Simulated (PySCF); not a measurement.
**One shape, several levels: C2H7PSi2 (SMILES [SiH3]C#C[SiH2]P)**

We compute a comparison of 6 runs (HF/def2-SVP, TPSSh/6-31G, B3LYP/6-31G*, TPSS/6-31G**, TPSS/pcseg-1) of C2H7PSi2. 

The calculation is run with PySCF 2.14.0.

## Step 1: The system as given

The species is C2H7PSi2 (12 atoms), meant as a singlet with charge 0. As SMILES, `[SiH3]C#C[SiH2]P`. Geometry: relaxed at GFN2-xTB. This is one conformer, not always the lowest.

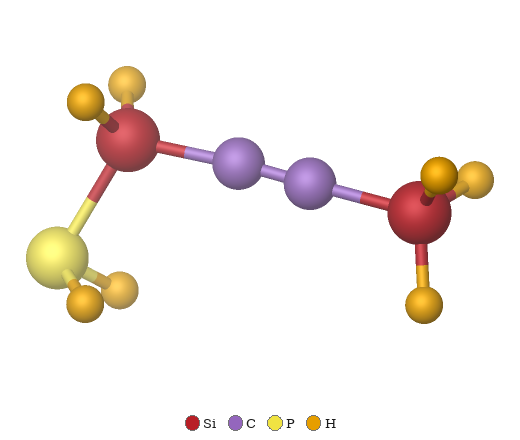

Viewed from a chosen angle; silicon red, carbon purple, phosphorus yellow, hydrogen amber.

## Step 2: Energy and gradient at HF/def2-SVP (run 1)

calc.py

```python
import pyscf.grad
from pyscf import gto, scf

mol = gto.M(
    atom='''
Si    -1.249580    -2.039910     1.677050
C     -0.300950    -0.651480     0.902570
C      0.328010     0.259910     0.409090
Si     1.235530     1.625410    -0.449380
P      0.718030     1.706140    -2.635610
H     -1.946580    -1.511080     2.851230
H     -0.294320    -3.083310     2.055830
H     -2.204580    -2.542390     0.686020
H      0.842540     2.906810     0.145460
H      2.677640     1.379300    -0.346270
H     -0.649220     1.605360    -2.447870
H      0.843490     0.345230    -2.848130
''',
    verbose=4,
    max_memory=1860,
    charge=0,
    spin=0,
    basis='def2-svp',
)

hf = scf.RHF(mol)
hf.conv_tol = 1e-10
hf.kernel()
if not hf.converged:
    hf = hf.newton().run(hf.mo_coeff, hf.mo_occ)

etot = hf.e_tot
print('E = %.10f Eh' % etot)
grad = hf.Gradients().kernel()
hf.analyze()
```

Launch:

```sh
$ OMP_NUM_THREADS=1 python calc.py
```

The log of the run:

```text
PySCF version 2.14.0

[... 83 lines left out ...]
Nuclear Repulsion Energy =             283.309934118624142
[... 12 lines left out ...]
MO #7   energy= -6.15150325865922  occ= 2
[... 10 lines left out ...]
MO #18  energy= -1.01178634707263  occ= 2
[... 10 lines left out ...]
MO #29  energy= -0.413513309675994 occ= 2
[... 10 lines left out ...]
MO #40  energy= 0.241210231764236  occ= 0
[... 10 lines left out ...]
MO #51  energy= 0.508812952608334  occ= 0
[... 10 lines left out ...]
MO #62  energy= 0.719320843488739  occ= 0
[... 10 lines left out ...]
MO #73  energy= 0.983982395545853  occ= 0
[... 10 lines left out ...]
MO #84  energy= 1.31485784325238   occ= 0
[... 10 lines left out ...]
MO #95  energy= 1.83942401432675   occ= 0
[... 10 lines left out ...]
MO #106 energy= 2.23879262371439   occ= 0
[... 10 lines left out ...]
MO #117 energy= 3.52685449107429   occ= 0
[... 93 lines left out ...]
pop of  6 H 2pz           0.00037
pop of  7 H 1s            1.12382
pop of  7 H 2s            0.00291
pop of  7 H 2px           0.00220
pop of  7 H 2py           0.00062
pop of  7 H 2pz           0.00251
pop of  8 H 1s            1.11818
pop of  8 H 2s            0.00329
pop of  8 H 2px           0.00045
pop of  8 H 2py           0.00383
pop of  8 H 2pz           0.00091
pop of  9 H 1s            1.11827
pop of  9 H 2s            0.00329
pop of  9 H 2px           0.00486
pop of  9 H 2py           0.00025
pop of  9 H 2pz           0.00008
pop of  10 H 1s           1.00732
pop of  10 H 2s           0.00621
pop of  10 H 2px          0.00523
pop of  10 H 2py          0.00019
pop of  10 H 2pz          0.00023
pop of  11 H 1s           1.00721
pop of  11 H 2s           0.00623
pop of  11 H 2px          0.00007
pop of  11 H 2py          0.00526
pop of  11 H 2pz          0.00033
 ** Mulliken atomic charges  **
charge of    0Si =      0.68309
charge of    1C =     -0.28464
charge of    2C =     -0.29129
charge of    3Si =      0.65561
charge of    4P =     -0.07707
charge of    5H =     -0.13096
charge of    6H =     -0.13100
charge of    7H =     -0.13206
charge of    8H =     -0.12666
charge of    9H =     -0.12674
charge of   10H =     -0.01918
charge of   11H =     -0.01910
Dipole moment(X, Y, Z, Debye): -0.46374, -0.75611,  0.63706
```

It took 29 s on 1 thread of Intel Xeon at 2.50GHz (Skylake/Cascade Lake), shared host; peak memory 0.3 GiB.

## Step 3: Energy and forces at TPSSh/6-31G (run 2)

input.py

```python
# [SiH3]C#C[SiH2]P
import pyscf.grad
from pyscf import gto, dft

mol = gto.M(
    atom='''
Si      -1.249580      -2.039910       1.677050
C       -0.300950      -0.651480       0.902570
C        0.328010       0.259910       0.409090
Si       1.235530       1.625410      -0.449380
P        0.718030       1.706140      -2.635610
H       -1.946580      -1.511080       2.851230
H       -0.294320      -3.083310       2.055830
H       -2.204580      -2.542390       0.686020
H        0.842540       2.906810       0.145460
H        2.677640       1.379300      -0.346270
H       -0.649220       1.605360      -2.447870
H        0.843490       0.345230      -2.848130
''',
    verbose=4,
    max_memory=1860,
    charge=0,
    basis='6-31g',
)

mf = dft.RKS(mol, xc='tpssh')
mf.grids.level = 5
mf.conv_tol = 1e-10
mf.kernel()
if not mf.converged:
    mf = mf.newton().run(mf.mo_coeff, mf.mo_occ)

energy = mf.e_tot
print('Final energy', energy)
grad = mf.Gradients().kernel()
dip = mf.dip_moment()
pop, q = mf.mulliken_pop()
```

Launch:

```sh
$ OMP_NUM_THREADS=1 python input.py
```

The log of the run:

```text
PySCF version 2.14.0

[... 79 lines left out ...]
converged SCF energy = -1000.59645494031
Final energy -1000.5964549403104
[... 12 lines left out ...]
Dipole moment(X, Y, Z, Debye): -0.73422, -1.16778,  0.92083
[... 45 lines left out ...]
pop of  4 P 1s            1.99968
pop of  4 P 2s            1.99828
pop of  4 P 3s            1.21251
pop of  4 P 4s            0.65627
pop of  4 P 2px           1.98915
pop of  4 P 2py           1.98960
pop of  4 P 2pz           1.98924
pop of  4 P 3px           0.80074
pop of  4 P 3py           0.85344
pop of  4 P 3pz           0.84260
pop of  4 P 4px           0.15728
pop of  4 P 4py           0.26493
pop of  4 P 4pz           0.36043
pop of  5 H 1s            0.51785
pop of  5 H 2s            0.58544
pop of  6 H 1s            0.51780
pop of  6 H 2s            0.58559
pop of  7 H 1s            0.51775
pop of  7 H 2s            0.58699
pop of  8 H 1s            0.51586
pop of  8 H 2s            0.57149
pop of  9 H 1s            0.51580
pop of  9 H 2s            0.57156
pop of  10 H 1s           0.52952
pop of  10 H 2s           0.47316
pop of  11 H 1s           0.52977
pop of  11 H 2s           0.47288
 ** Mulliken atomic charges  **
charge of    0Si =      0.63243
charge of    1C =     -0.31457
charge of    2C =     -0.30065
charge of    3Si =      0.58841
charge of    4P =     -0.11416
charge of    5H =     -0.10329
charge of    6H =     -0.10339
charge of    7H =     -0.10474
charge of    8H =     -0.08734
charge of    9H =     -0.08736
charge of   10H =     -0.00268
charge of   11H =     -0.00265
```

Wall time 94 s (1 thread of Intel Xeon at 2.50GHz (Skylake/Cascade Lake), shared host); peak memory 0.72 GiB.

Run 3 isn't shown in full; the table further down has it.

## Step 4: Energy and forces at B3LYP/6-31G(d) (Cartesian functions) (run 4)

job.py

```python
import pyscf.grad
from pyscf import gto, dft

system = gto.Mole()
system.atom = [
    ('Si', (-1.249580, -2.039910, 1.677050)),
    ('C', (-0.300950, -0.651480, 0.902570)),
    ('C', (0.328010, 0.259910, 0.409090)),
    ('Si', (1.235530, 1.625410, -0.449380)),
    ('P', (0.718030, 1.706140, -2.635610)),
    ('H', (-1.946580, -1.511080, 2.851230)),
    ('H', (-0.294320, -3.083310, 2.055830)),
    ('H', (-2.204580, -2.542390, 0.686020)),
    ('H', (0.842540, 2.906810, 0.145460)),
    ('H', (2.677640, 1.379300, -0.346270)),
    ('H', (-0.649220, 1.605360, -2.447870)),
    ('H', (0.843490, 0.345230, -2.848130)),
]
system.max_memory = 1860
system.verbose = 4
system.basis = '6-31g*'
system.spin = 0
system.cart = True
system.build()

mf = dft.RKS(system, xc='b3lyp')
mf.conv_tol = 1e-10
mf.grids.level = 5
mf.kernel()
if not mf.converged:
    mf = mf.newton().run(mf.mo_coeff, mf.mo_occ)

energy = mf.e_tot
print('E(%s) = %.9f' % ('B3LYP', energy))
grad = mf.Gradients().kernel()
dip = mf.dip_moment()
pop, q = mf.mulliken_pop()
```

Launch:

```sh
$ OMP_NUM_THREADS=1 python job.py
```

The log of the run:

```text
PySCF version 2.14.0

[... 81 lines left out ...]
converged SCF energy = -1000.71115608506
[... 13 lines left out ...]
Dipole moment(X, Y, Z, Debye): -0.52663, -0.81832,  0.59826
[... 75 lines left out ...]
pop of  4  P 2pz          1.98930
pop of  4  P 3px          0.78319
pop of  4  P 3py          0.83881
pop of  4  P 3pz          0.84442
pop of  4  P 4px          0.20476
pop of  4  P 4py          0.29754
pop of  4  P 4pz          0.36129
pop of  4  P 3dxx         0.02949
pop of  4  P 3dxy         0.00179
pop of  4  P 3dxz         0.00583
pop of  4  P 3dyy         0.02480
pop of  4  P 3dyz         0.00344
pop of  4  P 3dzz         0.00209
pop of  5  H 1s           0.51569
pop of  5  H 2s           0.53883
pop of  6  H 1s           0.51565
pop of  6  H 2s           0.53899
pop of  7  H 1s           0.51567
pop of  7  H 2s           0.54027
pop of  8  H 1s           0.51433
pop of  8  H 2s           0.53052
pop of  9  H 1s           0.51430
pop of  9  H 2s           0.53063
pop of  10  H 1s          0.51547
pop of  10  H 2s          0.44818
pop of  11  H 1s          0.51564
pop of  11  H 2s          0.44784
 ** Mulliken atomic charges  **
charge of    0Si =      0.28126
charge of    1C =     -0.12184
charge of    2C =     -0.09229
charge of    3Si =      0.27335
charge of    4P =     -0.15849
charge of    5H =     -0.05452
charge of    6H =     -0.05463
charge of    7H =     -0.05593
charge of    8H =     -0.04485
charge of    9H =     -0.04493
charge of   10H =      0.03635
charge of   11H =      0.03651
```

Run time: 95 s. Hardware: 1 thread of Intel Xeon at 2.50GHz (Skylake/Cascade Lake), shared host; peak memory 1 GiB.

Run 5 isn't shown in full; the table further down has it.

## Step 5: Energy and forces at TPSS/pcseg-1 (run 6)

run.py

```python
import pyscf.grad
from pyscf import gto, dft

mol = gto.Mole()
mol.atom = '''
Si    -2.361364    -3.854871     3.169165
C     -0.568713    -1.231119     1.705610
C      0.619849     0.491159     0.773068
Si     2.334813     3.071580    -0.849205
P      1.356880     3.224137    -4.980581
H     -3.678503    -2.855527     5.388044
H     -0.556184    -5.826611     3.884956
H     -4.166052    -4.804421     1.296390
H      1.592170     5.493075     0.274880
H      5.060006     2.606499    -0.654355
H     -1.226848     3.033691    -4.625804
H      1.593965     0.652390    -5.382186
'''
mol.basis = 'pcseg-1'
mol.unit = 'bohr'
mol.max_memory = 1860
mol.verbose = 4
mol.build()

mf = dft.RKS(mol)
mf.xc = 'tpss'
mf.grids.level = 5
mf.conv_tol = 1e-10
mf.kernel()
if not mf.converged:
    mf = mf.newton().run(mf.mo_coeff, mf.mo_occ)

energy = mf.e_tot
print('Final energy', energy)
grad = mf.Gradients().kernel()
mf.analyze()
```

Launch:

```sh
$ OMP_NUM_THREADS=1 python run.py
```

The log of the run:

```text
PySCF version 2.14.0

[... 99 lines left out ...]
Nuclear Repulsion Energy =             283.309938733383660
[... 12 lines left out ...]
MO #7   energy= -5.13476770187865  occ= 2
[... 10 lines left out ...]
MO #18  energy= -0.694081093418085 occ= 2
[... 10 lines left out ...]
MO #29  energy= -0.269697913603051 occ= 2
[... 10 lines left out ...]
MO #40  energy= 0.0622054411811952 occ= 0
[... 10 lines left out ...]
MO #51  energy= 0.238696061087721  occ= 0
[... 10 lines left out ...]
MO #62  energy= 0.473701314527382  occ= 0
[... 10 lines left out ...]
MO #73  energy= 0.692589200149617  occ= 0
[... 10 lines left out ...]
MO #84  energy= 1.03792412007331   occ= 0
[... 10 lines left out ...]
MO #95  energy= 1.89307251356737   occ= 0
[... 10 lines left out ...]
MO #106 energy= 2.08476924211327   occ= 0
[... 10 lines left out ...]
MO #117 energy= 3.11618109283785   occ= 0
[... 93 lines left out ...]
pop of  6 H 2pz           0.00020
pop of  7 H 1s            1.07734
pop of  7 H 2s            0.00471
pop of  7 H 2px           0.00127
pop of  7 H 2py           0.00035
pop of  7 H 2pz           0.00146
pop of  8 H 1s            1.07237
pop of  8 H 2s            0.00516
pop of  8 H 2px           0.00026
pop of  8 H 2py           0.00216
pop of  8 H 2pz           0.00052
pop of  9 H 1s            1.07247
pop of  9 H 2s            0.00515
pop of  9 H 2px           0.00276
pop of  9 H 2py           0.00015
pop of  9 H 2pz           0.00004
pop of  10 H 1s           0.97337
pop of  10 H 2s           0.00813
pop of  10 H 2px          0.00292
pop of  10 H 2py          0.00019
pop of  10 H 2pz          0.00023
pop of  11 H 1s           0.97325
pop of  11 H 2s           0.00816
pop of  11 H 2px          0.00011
pop of  11 H 2py          0.00296
pop of  11 H 2pz          0.00027
 ** Mulliken atomic charges  **
charge of    0Si =      0.50904
charge of    1C =     -0.25393
charge of    2C =     -0.26357
charge of    3Si =      0.50908
charge of    4P =     -0.11727
charge of    5H =     -0.08378
charge of    6H =     -0.08379
charge of    7H =     -0.08514
charge of    8H =     -0.08048
charge of    9H =     -0.08057
charge of   10H =      0.01516
charge of   11H =      0.01525
Dipole moment(X, Y, Z, Debye): -0.51788, -0.79627,  0.56169
```

Wall time 3 min (1 thread of Intel Xeon at 2.50GHz (Skylake/Cascade Lake), shared host); peak memory 1.2 GiB.

## Step 6: The series

| run | level | integration grid | Cartesian functions | energy (Eh) | dipole moment (D) | HOMO energy (eV) | LUMO energy (eV) | wall time |
| --- | --- | --- | --- | --- | --- | --- | --- | --- |
| 1 | HF/def2-SVP | – | no | -998.026166 | 1.09 | -9.84 | 2.92 | 29 s |
| 2 | TPSSh/6-31G | 5 | no | -1000.596455 | 1.66 | -6.65 | -0.72 | 94 s |
| 3 | B3LYP/6-31G* (spherical functions) | 5 | no | -1000.703491 | 1.14 | -7.00 | -0.62 | 86 s |
| 4 | B3LYP/6-31G* (Cartesian functions) | 5 | yes | -1000.711156 | 1.14 | -7.00 | -0.62 | 95 s |
| 5 | TPSS/6-31G** (spherical functions) | 5 | no | -1000.747842 | 1.14 | -6.25 | -1.21 | 2.9 min |
| 6 | TPSS/pcseg-1 | 5 | no | -1000.752095 | 1.10 | -6.40 | -1.41 | 3 min |

## Step 7: Outcome

| quantity | value |
| --- | --- |
| run 6: total energy | -1000.75210 Eh |
| run 6: dipole moment | 1.10 D |
| run 6: HOMO energy | -6.40 eV |
| run 6: LUMO energy | -1.41 eV |
| run 6: HOMO–LUMO gap | 4.99 eV |
| run 6: largest force on an atom | 2.050 eV/Å |

In words: The dipole moment (its size) runs from 1.09 D (HF/def2-SVP) to 1.66 D (TPSSh/6-31G). The two ends differ in method and basis. The HOMO–LUMO gap runs from 4.99 eV (TPSS/pcseg-1) to 12.77 eV (HF/def2-SVP). Totals of different functionals can't be ranked against each other. All runs together took 11 min, the longest 3 min.
